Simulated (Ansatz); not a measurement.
# Au under a change: x(Cu) = 0.333, 3 atoms, I4/mmm

Base system: Au in the fcc (Cu type) structure (space group Fm-3m, No. 225; a = 4.0834 Å).

The other end (x = 1) is Cu in the fcc (Cu type) structure (space group Fm-3m, No. 225): 11.32 Å³/atom, gap zero.

Perturbation: Cu replaces 33.3 % of the Au, ordered in a cell of 3 atoms (starting symmetry I4/mmm) and fully relaxed.

All numbers come from DFT with PBEsol, PAW potentials and a 420 eV plane-wave cutoff in Ansatz (a first-principles code), no SOC. k-mesh 23×23×23 (Γ-centred); smearing 0.05 eV (Fermi–Dirac), for the changed cell.

```tsv
quantity	base	changed	shift
shortest interatomic distance	2.887 Å	2.666 Å	-0.221 Å
band gap	zero	zero	–
mixing energy (to 0.01 eV only: unlike meshes or grids)	–	-0.04 eV/atom	–
deviation of the volume from the linear (Vegard-type) interpolation	–	+0.3 %	–
```

Final structure:

```xyz
3
Lattice="-1.4172 1.4172 5.6604 1.4172 -1.4172 5.6604 1.4172 1.4172 -5.6604" Properties=species:S:1:pos:R:3 pbc="T T T"
Cu     0.0000     0.0000     0.0000
Au     0.0000     0.0000     3.9019
Au     0.0000     0.0000     7.4188
```

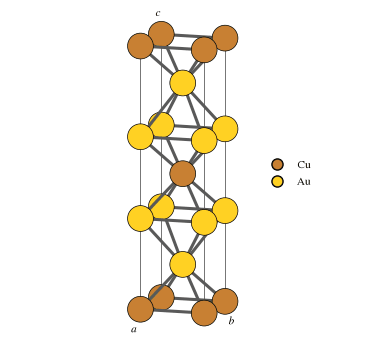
The relaxed conventional cell after the change

Cost of the whole job for the changed cell (relaxation, final SCF and bands): very roughly 6 core-minutes.

Each cell is one ordered arrangement of few atoms, which overstates ordering effects compared with a random alloy. Stability against distortions was not tested. The final runs are not spin-polarised.
